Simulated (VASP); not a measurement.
# TaSb2 with PBEsol: from relaxation to properties, part 4 of 6

How well does PBEsol reproduce what experiment finds for TaSb2? The cell is relaxed first, and properties follow on it. The start is a computed cell from the Materials Project.

VASP 6.6.1, plane waves and PAW; the level of theory is named at each step.

So far. Step 5 (Band structure (PBEsol)): There is no gap at this level. Step 6 (Density of states (PBEsol)): The finer mesh and the other smearing move the Fermi level by +0.05 eV from the 8×8×4 run, a small shift, which tests the Fermi level alone. Of the states within 0.3 eV of the Fermi level, the largest shares in the PAW spheres are Ta d 45 % and Sb p 16 %. The rest lies in smaller channels or between the spheres.

## Step 7: Band structure (PBEsol + SOC)

This step: PBEsol, spin-orbit coupling; plane waves and PAW (Ta_pv, Sb) (VASP 6.6.1).

The mesh alone shows little of the dispersion and can miss band extrema, so KPOINTS_OPT adds a path through the symmetry points after the self-consistent cycle. Spin-orbit coupling needs spinors and the noncollinear program, where each band holds one electron.

Contents of INCAR:

```
SYSTEM = TaSb2
PREC = Accurate
ENCUT = 400
EDIFF = 1E-06
NELM = 100
ISMEAR = 0
SIGMA = 0.05
LREAL = .FALSE.
ALGO = Normal
GGA = PS
LNONCOLLINEAR = .TRUE.
MAGMOM = 0 0 0 0 0 0 0 0 0 0 0 0 0 0 0 0 0 0
NBANDS = 54
GGA_COMPAT = .FALSE.
LASPH = .TRUE.
LSORBIT = .TRUE.
LMAXMIX = 4
LORBIT = 11
LWAVE = .FALSE.
LCHARG = .FALSE.
KPAR = 4
```

Contents of POSCAR:

```
TaSb2
1.0
    5.1171574945     -1.8183642879      0.0095185283
    5.1171574945      1.8183642879      0.0095185283
   -4.2154227015      0.0000000000      7.1302925838
Ta Sb
2 4
Direct
    0.8497042829      0.8497042829      0.8118814231
    0.1502957171      0.1502957171      0.1881185769
    0.1480743744      0.1480743744      0.5345757291
    0.8519256356      0.8519256356      0.4654242709
    0.4049162393      0.4049162393      0.1137224561
    0.5950837607      0.5950837607      0.8862775439
```

Contents of KPOINTS:

```
Automatic mesh
0
Gamma
6 6 3
0 0 0
```

Contents of KPOINTS_OPT:

```
Line mode
16
Line-mode
Reciprocal
  0.50000000   0.50000000  -0.50000000 X
  0.00000000   0.00000000   0.00000000 GAMMA

  0.00000000   0.00000000   0.00000000 GAMMA
  0.00000000   0.00000000   0.50000000 Y

  0.50000000   0.50000000   0.00000000 L
  0.00000000   0.00000000   0.00000000 GAMMA

  0.00000000   0.00000000   0.00000000 GAMMA
  0.00000000  -0.50000000   0.00000000 Z

  0.50000000   0.00000000  -0.50000000 N
  0.00000000   0.00000000   0.00000000 GAMMA

  0.00000000   0.00000000   0.00000000 GAMMA
  0.00000000  -0.50000000   0.50000000 M

  0.50000000   0.00000000   0.00000000 R
  0.00000000   0.00000000   0.00000000 GAMMA
```

PAW data sets: Ta_pv and Sb (PBE family, release 64).

Run with:

```
$ mpirun -np 4 vasp_ncl
```

The log of the run:

```text
[... set-up lines as in an earlier step ...]
 entering main loop
       N       E                     dE             d eps       ncg     rms          rms(c)
DAV:   1     0.291917117606E+03    0.29192E+03   -0.16294E+04  4208   0.113E+03
DAV:   2    -0.248612410514E+02   -0.31678E+03   -0.30658E+03  4280   0.299E+02
DAV:   3    -0.467882452468E+02   -0.21927E+02   -0.21334E+02  4478   0.730E+01
DAV:   4    -0.475304565495E+02   -0.74221E+00   -0.73340E+00  4520   0.128E+01
DAV:   5    -0.475529885367E+02   -0.22532E-01   -0.22488E-01  4724   0.224E+00    0.187E+01
DAV:   6    -0.465048607068E+02    0.10481E+01   -0.40584E+00  4758   0.103E+01    0.858E+00
DAV:   7    -0.462945492229E+02    0.21031E+00   -0.71052E-01  4468   0.386E+00    0.403E+00
DAV:   8    -0.462620681910E+02    0.32481E-01   -0.12833E-01  4396   0.201E+00    0.978E-01
DAV:   9    -0.462592715537E+02    0.27966E-02   -0.20629E-02  4726   0.637E-01    0.331E-01
DAV:  10    -0.462586288501E+02    0.64270E-03   -0.19392E-03  4382   0.249E-01    0.139E-01
DAV:  11    -0.462585692502E+02    0.59600E-04   -0.61051E-04  4732   0.136E-01    0.327E-02
DAV:  12    -0.462585701927E+02   -0.94248E-06   -0.69632E-05  4336   0.406E-02    0.194E-02
DAV:  13    -0.462585717228E+02   -0.15301E-05   -0.48274E-06  4464   0.111E-02    0.779E-03
DAV:  14    -0.462585725282E+02   -0.80549E-06   -0.16481E-06  3268   0.702E-03
   1 F= -.46258573E+02 E0= -.46258157E+02  d E =-.831864E-03  mag=     0.0000     0.0000    -0.0000
 Start KPOINTS_OPT (optional k-point list driver)
k-point batch [1-34\112]
       N       E                     dE             ncg
DAV:   1     0.563678435303E+04   -0.85113E+03     4200
DAV:   2    -0.567035615625E+04   -0.11307E+05     4340
DAV:   3    -0.652345134206E+04   -0.85310E+03     4654
DAV:   4    -0.655594859759E+04   -0.32497E+02     4552
DAV:   5    -0.655702376382E+04   -0.10752E+01     4970
DAV:   6    -0.655704190539E+04   -0.18142E-01     4772
DAV:   7    -0.655704261675E+04   -0.71136E-03     5000
DAV:   8    -0.655704263331E+04   -0.16556E-04     4186
DAV:   9    -0.655704263394E+04   -0.62745E-06     3200
[...]
k-point batch [103-112\112]
       N       E                     dE             ncg
DAV:   1     0.164929555719E+05   -0.59393E+03     1240
DAV:   2     0.132090575634E+05   -0.32839E+04     1290
DAV:   3     0.129869630682E+05   -0.22209E+03     1306
DAV:   4     0.129789562512E+05   -0.80068E+01     1360
DAV:   5     0.129787158748E+05   -0.24038E+00     1356
DAV:   6     0.129787101912E+05   -0.56836E-02     1432
DAV:   7     0.129787099665E+05   -0.22465E-03     1358
DAV:   8     0.129787099569E+05   -0.96077E-05     1240
DAV:   9     0.129787099564E+05   -0.58544E-06      908
```

Run time: 4.4 min. Hardware: 4 MPI ranks of AMD EPYC 9R45, shared host; peak memory 3 GiB.

Parts of OUTCAR (step 7):

```text
   k-points           NKPTS =     34   k-points in BZ     NKDIM =     34   number of bands    NBANDS=     54

   NELECT =      42.0000    total number of electrons

 E-fermi :   8.5676

 k-point     1 :       0.0000    0.0000    0.0000
  band No.  band energies     occupation
    ...
     38       7.4131      1.00000
     39       7.8510      1.00000
     40       7.8510      1.00000
     41       7.9977      1.00000
     42       7.9977      1.00000
     43       9.1921      0.00000
     44       9.1921      0.00000
     45       9.9970      0.00000
     46       9.9970      0.00000
     47      10.6610      0.00000
    ...

  Total        0.2355707      0.0554289     -0.0249819      0.0000000      0.0000000     -0.0504490
  in kB        2.8412372      0.6685319     -0.3013086      0.0000000      0.0000000     -0.6084696
  external PRESSURE =       1.0694869 kB  Pullay stress =       0.0000000 kB

 POSITION                                       TOTAL-FORCE (eV/Angst)
 -----------------------------------------------------------------------------------
      5.27372      0.00000      5.80513        -0.018412      0.000000     -0.017252
      0.74517      0.00000      1.34420         0.018412      0.000000      0.017252
     -0.73802      0.00000      3.81450         0.010394      0.000000      0.039581
      6.75692      0.00000      3.33483        -0.010394      0.000000     -0.039581
      3.66465      0.00000      0.81858         0.007795      0.000000      0.010234
      2.35424      0.00000      6.33075        -0.007795      0.000000     -0.010234
 -----------------------------------------------------------------------------------
    total drift:                               -0.000014      0.000000      0.000000

  FREE ENERGIE OF THE ION-ELECTRON SYSTEM (eV)
  ---------------------------------------------------
  free  energy   TOTEN  =       -46.2585725282 eV

  energy  without entropy=      -46.2577406642  energy(sigma->0) =      -46.25815660

 Spin-Orbit-Coupling matrix elements
 Ion:    1  E_soc:     -1.4308920
 Ion:    2  E_soc:     -1.4308920
 Ion:    3  E_soc:     -0.1329749
 Ion:    4  E_soc:     -0.1329749
 Ion:    5  E_soc:     -0.1326030
 Ion:    6  E_soc:     -0.1326030

 magnetization (x)
# of ion       s       p       d       tot
------------------------------------------
    1        0.000   0.000   0.000   0.000
    2        0.000   0.000   0.000   0.000
    3        0.000   0.000   0.000   0.000
    4        0.000   0.000   0.000   0.000
    5        0.000   0.000   0.000   0.000
    6        0.000   0.000   0.000   0.000
--------------------------------------------------
tot          0.000   0.000   0.000   0.000

 magnetization (y)
# of ion       s       p       d       tot
------------------------------------------
    1       -0.000   0.000  -0.000  -0.000
    2       -0.000   0.000  -0.000  -0.000
    3        0.000   0.000   0.000   0.000
    4        0.000   0.000   0.000   0.000
    5       -0.000  -0.000   0.000  -0.000
    6       -0.000  -0.000   0.000  -0.000
--------------------------------------------------
tot         -0.000   0.000  -0.000  -0.000

 magnetization (z)
# of ion       s       p       d       tot
------------------------------------------
    1        0.000   0.000   0.000   0.000
    2        0.000   0.000   0.000   0.000
    3        0.000   0.000   0.000   0.000
    4        0.000   0.000   0.000   0.000
    5        0.000   0.000   0.000   0.000
    6        0.000   0.000   0.000   0.000
--------------------------------------------------
tot          0.000   0.000   0.000   0.000

[... 6 parts as in an earlier step ...]

[... 10 further parts left out ...]
```

The k-mesh is coarse for a metal.

This step gave:

* SCF cycles: 14
* bands: 54
* irreducible k-points: 34
* free energy (TOTEN): -46.26 eV
* energy at zero smearing: -46.26 eV
* Fermi energy: 8.568 eV
* pressure: 0.1069 GPa

On-site spin-orbit energy by atom:

```tsv
atom	on-site spin-orbit energy (eV)
Ta1	-1.43
Ta2	-1.43
Sb3	-0.13
Sb4	-0.13
Sb5	-0.13
Sb6	-0.13
```

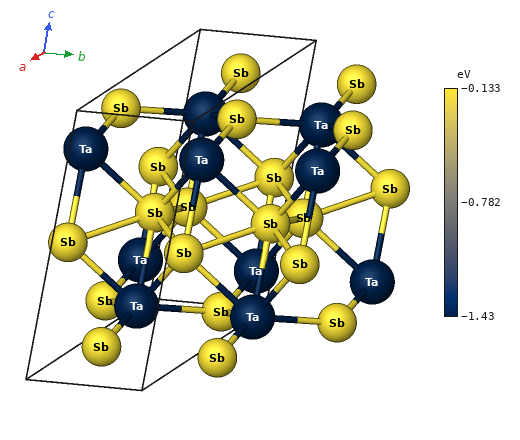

Atoms coloured by on-site spin-orbit energy. 1×2×1 conventional cells are drawn. Some periodic images of atoms are drawn too.

The electronic bands at the labelled points (eV, zero at the Fermi level; # counts the bands kept, so #1 is VASP's band 17):

```tsv
point	#21	#22	#23	#24	#25	#26	#27	#28
X	-0.56	-0.56	-0.56	-0.56	0.08	0.08	0.39	0.39
Γ	-1.15	-1.15	-0.72	-0.72	-0.57	-0.57	0.62	0.62
Y	-1.28	-1.28	-1.04	-1.04	-0.23	-0.23	0.23	0.23
jump to L	-0.87	-0.87	-0.35	-0.35	0.15	0.15	0.56	0.56
Γ	-1.15	-1.15	-0.72	-0.72	-0.57	-0.57	0.62	0.62
Z	-1.70	-1.70	-1.54	-1.54	-0.99	-0.99	1.27	1.27
jump to N	-1.79	-1.79	-1.33	-1.33	-0.63	-0.63	0.35	0.35
Γ	-1.15	-1.15	-0.72	-0.72	-0.57	-0.57	0.62	0.62
M	-1.79	-1.79	-1.33	-1.33	-0.63	-0.63	0.35	0.35
jump to R	-1.70	-1.70	-1.54	-1.54	-0.99	-0.99	1.27	1.27
Γ	-1.15	-1.15	-0.72	-0.72	-0.57	-0.57	0.62	0.62
```

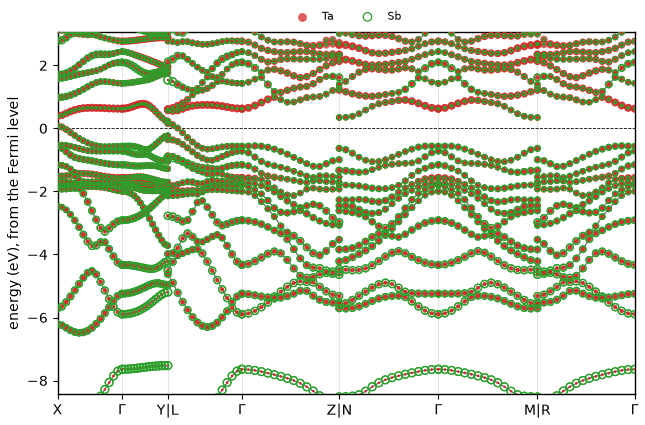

Electronic bands along the path; dots are coloured as in the legend, and their area grows with the weight.

There is no gap at this level.

[end of part 4 of 6]

[Lines on the potential files, build, host, timing and source positions are cut from VASP's logs without a mark.]

[Logs are printed without paths, hosts, clocks, repeated set-up lines and the standing remarks that a program may print on its own settings, such as how far it seeks lower states.]

[Hosts, paths, dates, database ids (printed as entryN), source tags and the programs' standing remarks are cut or masked in the printed files.]

[A measured line is paired with the nearest computed mode of its activity, which favours agreement.]
